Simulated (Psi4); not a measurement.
**QCISD(T)/pcSseg-1 (density fitting) run of BHO2 (oxoborinic acid)**

Aim: the energy difference between two shapes of BHO2 (oxoborinic acid) at QCISD(T)/pcSseg-1 (density fitting), from 2 runs. 

Program for the calculation: Psi4 1.11.

5 further runs of the same task are left out: 1 that didn't finish, 4 set aside as unsound or not needed.

## Step 1: The structure to begin with

BHO2: 4 atoms, total charge 0, spin state singlet. SMILES: `O=BO`. The coordinates come from a PBE0-D4/def2-TZVP relaxation.

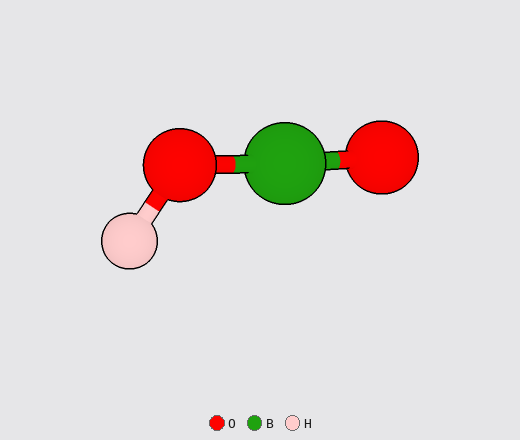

The structure, seen from a chosen angle (oxygen red, boron green, hydrogen pink).

## Step 2: A single-point energy at QCISD(T)/pcSseg-1 (density fitting)

calc.in

```
memory 1.6 GB

molecule {
  0 1
  O     -2.93871310     0.98927163     0.80974764
  B     -0.80105490     0.24944385     0.46978591
  O      1.54333933    -0.57069729     0.20522426
  H      2.19642867    -0.66801819    -1.48475782
  units bohr
  no_reorient
  no_com
}

set scf_type disk_df
set freeze_core true

energy_value, wavefunction = energy('qcisd(t)/pcSseg-1', return_wfn=True)
```

Run with:

```sh
$ psi4 -i calc.in -o calc.out -n 1
```

calc.out:

```text
[...]
  Running in c1 symmetry.
[...]
  Nuclear repulsion =   54.005576512366055
[...]
  Multiplicity = 1
[...]
  Nalpha       = 11
  Nbeta        = 11
[...]
    Number of basis functions: 56
[...]
   @DF-RHF iter   1:  -174.90681226441507   -1.01242e+00   1.15195e-02 ADIIS/DIIS
[...]
   @DF-RHF iter  12:  -175.06285416208064   -4.54747e-12   6.96046e-09 DIIS
[...]
    Orbital Energies [Eh]
    ---------------------
    Doubly Occupied:
       1A    -20.634014     2A    -20.531790     3A     -7.670528
       4A     -1.442610     5A     -1.314556     6A     -0.823756
       7A     -0.661975     8A     -0.624134     9A     -0.610476
      10A     -0.497893    11A     -0.491941
[...]
  @DF-RHF Final Energy:  -175.06285416208064
   => Energetics <=
    Nuclear Repulsion Energy =             54.0055765123660549
    One-Electron Energy =                -347.5295123382874749
    Two-Electron Energy =                 118.4610816638407726
    Total Energy =                       -175.0628541620806118
[...]
 Multipole Moments:
 ------------------------------------------------------------------------------------
     Multipole            Electronic (a.u.)      Nuclear  (a.u.)        Total (a.u.)
 ------------------------------------------------------------------------------------
 L = 1.  Multiply by 2.5417464519 to convert [e a0] to [Debye]
 Dipole X            :         14.3023426          -12.9718360            1.3305066
 Dipole Y            :         -4.3326117            3.9277958           -0.4048159
 Dipole Z            :         -9.8815492            8.9839469           -0.8976023
 Magnitude           :                                                    1.6552382
[...]
      * MP2 total energy:                   -175.530242587039
[...]
      * MP3 total energy:                   -175.522604238315
[...]
      * QCISD total energy:                 -175.534696085759
[...]
```

Run time: 5.7 s. Hardware: 1 thread of AMD EPYC 7R43 (Zen 3), shared host; peak memory 0.26 GiB.

## Step 3: The distorted shape at the same level

bho2.dat

```
memory 1600 MB

molecule {
  0 1
  O     -1.532975     0.554082     0.400695
  B     -0.415416     0.152497     0.237283
  O      0.782965    -0.244712     0.114324
  H      1.149431    -0.370940    -0.776819
  no_reorient
  no_com
}

set {
  scf_type    disk_df
  freeze_core true
}

energy_value = energy("qcisd(t)/pcSseg-1")
print_variables()
```

Run with:

```sh
$ psi4 bho2.dat bho2.out -n 1
```

bho2.out:

```text
[...]
  Running in c1 symmetry.
[...]
  Nuclear repulsion =   55.176698071765571
[...]
  Multiplicity = 1
[...]
  Nalpha       = 11
  Nbeta        = 11
[...]
    Number of basis functions: 56
[...]
   @DF-RHF iter   1:  -174.90799709152526   -9.43955e-01   1.14764e-02 ADIIS/DIIS
[...]
   @DF-RHF iter  12:  -175.06164700394390   -2.95586e-12   5.65005e-09 DIIS
[...]
    Orbital Energies [Eh]
    ---------------------
    Doubly Occupied:
       1A    -20.634303     2A    -20.522180     3A     -7.654355
       4A     -1.456015     5A     -1.311945     6A     -0.837845
       7A     -0.669739     8A     -0.635693     9A     -0.605651
      10A     -0.493166    11A     -0.487472
[...]
  @DF-RHF Final Energy:  -175.06164700394390
   => Energetics <=
    Nuclear Repulsion Energy =             55.1766980717655713
    One-Electron Energy =                -349.8599628429896029
    Two-Electron Energy =                 119.6216177672801138
    Total Energy =                       -175.0616470039439037
[...]
 Multipole Moments:
 ------------------------------------------------------------------------------------
     Multipole            Electronic (a.u.)      Nuclear  (a.u.)        Total (a.u.)
 ------------------------------------------------------------------------------------
 L = 1.  Multiply by 2.5417464519 to convert [e a0] to [Debye]
 Dipole X            :         14.5015001          -13.0915105            1.4099896
 Dipole Y            :         -5.9306661            5.4169094           -0.5137567
 Dipole Z            :         -9.4605685            8.5599831           -0.9005853
 Magnitude           :                                                    1.7501630
[...]
      * MP2 total energy:                   -175.525968746609
[...]
      * MP3 total energy:                   -175.519497218528
[...]
      * QCISD total energy:                 -175.530832253897
[...]
```

It took 5.7 s on 1 thread of AMD EPYC 7R43 (Zen 3), shared host; peak memory 0.25 GiB.

## Step 4: Summary of results

Level: QCISD(T)/pcSseg-1 (density fitting), 3 core orbitals frozen.

```
                                                    quantity          value
                                   first shape: total energy  -175.54881 Eh
            first shape: HOMO energy (Hartree–Fock orbitals)      -13.39 eV
            first shape: LUMO energy (Hartree–Fock orbitals)        3.02 eV
          first shape: HOMO–LUMO gap (Hartree–Fock orbitals)       16.40 eV
    first shape: correlation energy (3 core orbitals frozen)     -486.0 mEh
                                  first shape: T1 diagnostic          0.018
                               distorted shape: total energy  -175.54462 Eh
        distorted shape: HOMO energy (Hartree–Fock orbitals)      -13.26 eV
        distorted shape: LUMO energy (Hartree–Fock orbitals)        2.98 eV
      distorted shape: HOMO–LUMO gap (Hartree–Fock orbitals)       16.24 eV
distorted shape: correlation energy (3 core orbitals frozen)     -483.0 mEh
                              distorted shape: T1 diagnostic          0.017
                      energy change with the atoms displaced       0.114 eV
```

With the atoms displaced the energy rises by 0.11 eV (11.0 kJ/mol). The first shape isn't relaxed at this level, so the change isn't measured from a minimum.
